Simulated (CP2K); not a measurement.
Consider 3-chlorothiophene at its PBE geometry (Å).

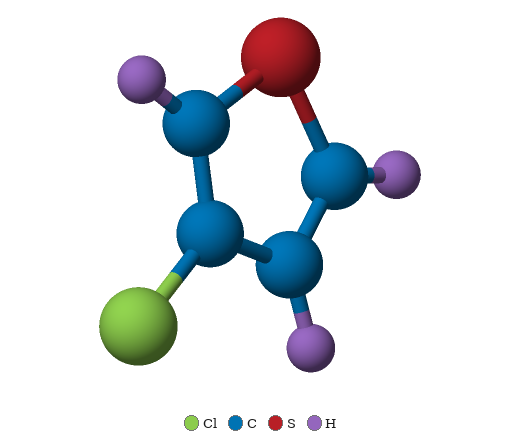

The molecule (chlorine green, carbon blue, sulfur red, hydrogen purple).

```xyz
9

Cl   -2.2004   -1.3615   -0.5086
C    -0.8308   -0.3553   -0.1605
C     0.5037   -0.8534   -0.1239
C     1.4028    0.1423    0.1753
S     0.6256    1.6573    0.4073
C    -0.9280    0.9920    0.1073
H     0.7679   -1.8908   -0.3110
H     2.4814    0.0645    0.2705
H    -1.8220    1.6049    0.1435
```

Method: CP2K XAS_TDP, all-electron GAPW, PBEh(45%), aug-pc-1, TDA, GW2X-corrected core level, no relativity.

Question: Predict the bright core excitations at the C K edge.

Leading lines: C2 287.52 eV, C3 286.79 eV, C4 286.41 eV and C6 286.35 eV. The leading line of an atom is its first one with 35 % of the strongest within 2.5 eV of its lowest line over the strength cut. Core ionisation energies at this level: C3 291.59, C4 291.78, C2 292.38 and C6 291.61 eV.

The first six lines of each atom with a strength over 0.0015:

| atom | energy (eV) | states | strength, one atom | above the computed threshold |
| --- | --- | --- | --- | --- |
| C2 (bonded to 2 C and Cl) | 287.52 | 1 | 0.0511 |  |
|  | 288.51 | 1 | 0.0486 |  |
|  | 289.81 | 1 | 0.0092 |  |
|  | 290.85 | 1 | 0.0020 |  |
|  | 291.10 | 1 | 0.0059 |  |
|  | 291.75 | 1 | 0.0019 |  |
| C3 (bonded to 2 C and H) | 286.79 | 1 | 0.0469 |  |
|  | 289.08 | 1 | 0.0093 |  |
|  | 289.53 | 1 | 0.0126 |  |
|  | 289.94 | 1 | 0.0020 |  |
|  | 290.31 | 1 | 0.0035 |  |
|  | 290.69 | 1 | 0.0021 |  |
| C4 (bonded to C, S and H) | 286.41 | 1 | 0.0521 |  |
|  | 288.96 | 1 | 0.0304 |  |
|  | 289.68 | 1 | 0.0151 |  |
|  | 290.42 | 1 | 0.0043 |  |
|  | 290.85 | 1 | 0.0027 |  |
|  | 291.24 | 1 | 0.0021 |  |
| C6 (bonded to C, S and H) | 286.35 | 1 | 0.0496 |  |
|  | 288.65 | 1 | 0.0290 |  |
|  | 289.56 | 1 | 0.0121 |  |
|  | 290.55 | 1 | 0.0091 |  |
|  | 290.73 | 1 | 0.0030 |  |
|  | 291.17 | 1 | 0.0022 |  |

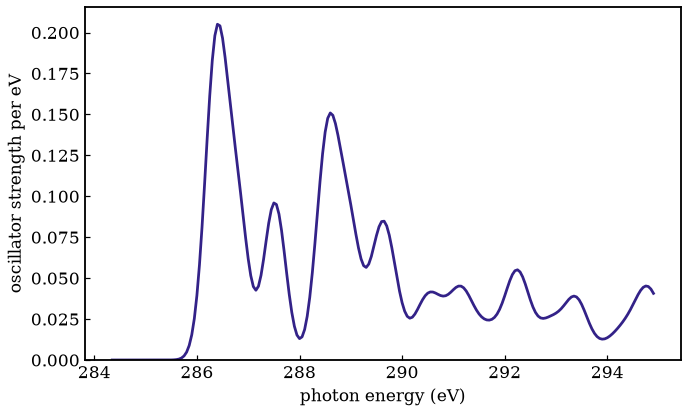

All atoms added, broadened by 0.5 eV.

Lines are vertical, at one geometry, with no vibrational structure. GW2X ionisation energies and lines can be off by 1 to 2 eV either way, and a good line position may hide errors that cancel. These values hold no scalar relativity, about 0.1 eV for C 1s. Rydberg lines, and the discretised continuum above threshold, depend on the basis and the box.

[Banner, clock and machine lines of the logs are left out without a mark of their own.]

[Logs are printed without paths, hosts, clocks, repeated set-up lines and the standing remarks that a program may print on its own settings, such as how far it seeks lower states.]

[Hosts, paths, dates, database ids (printed as entryN), source tags and the programs' standing remarks are cut or masked in the printed files.]
